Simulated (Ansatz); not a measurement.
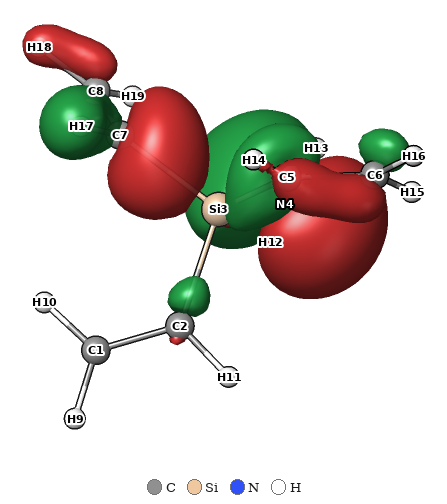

*C₆H₁₁NSi (SMILES C=C[Si](N)(C=C)C=C). One frontier orbital at ±0.1 Å⁻³ᐟ² (green and red are the two phases), seen at a tilt.*

Geometry: PBE0-D4/def2-TZVP.

The calculation used RKS PBE0-D4/def2-TZVPP in Ansatz 0.2.0.

The calculation's input:

```
crystal:
  periodic: [false, false, false]
  atoms:
    - {symbol: C, position_ang: [-1.947466, -0.103173, -1.922722]}
    - {symbol: C, position_ang: [-1.643760, 0.422138, -0.738540]}
    - {symbol: Si, position_ang: [-0.046738, 0.087060, 0.162561]}
    - {symbol: N, position_ang: [-0.444171, -0.791758, 1.584173]}
    - {symbol: C, position_ang: [0.772246, 1.681181, 0.673790]}
    - {symbol: C, position_ang: [0.712302, 2.173945, 1.908292]}
    - {symbol: C, position_ang: [1.117413, -0.807092, -0.992459]}
    - {symbol: C, position_ang: [1.469194, -2.079834, -0.831644]}
    - {symbol: H, position_ang: [-2.885384, 0.108186, -2.430000]}
    - {symbol: H, position_ang: [-1.264441, -0.773710, -2.437616]}
    - {symbol: H, position_ang: [-2.366853, 1.090861, -0.271974]}
    - {symbol: H, position_ang: [-1.204297, -1.450629, 1.575636]}
    - {symbol: H, position_ang: [0.257952, -1.040567, 2.261455]}
    - {symbol: H, position_ang: [1.330697, 2.244364, -0.073867]}
    - {symbol: H, position_ang: [0.166497, 1.658546, 2.693868]}
    - {symbol: H, position_ang: [1.196905, 3.106071, 2.187225]}
    - {symbol: H, position_ang: [1.544081, -0.266434, -1.838203]}
    - {symbol: H, position_ang: [2.154517, -2.588624, -1.504663]}
    - {symbol: H, position_ang: [1.081306, -2.670562, -0.005333]}
basis:
  gaussian: {orbitals: def2-TZVPP}
hamiltonian: {xc: pbe0, dispersion: d4}
output: {orbitals: {seedname: orbitals}}
```

Run with:

```sh
ansatz run in.yaml --threads 4 --pin off --events-out ev --progress --plain --max-ram 66560MiB --backend cuda --devices 0, --max-vram 37GiB
```

**Which orbital is it: HOMO or LUMO?**

The HOMO, at −7.25 eV. Its weight (Hirshfeld) is mainly on N4 (about 50 %), C7 (about 10 %) and Si3 (about 10 %).
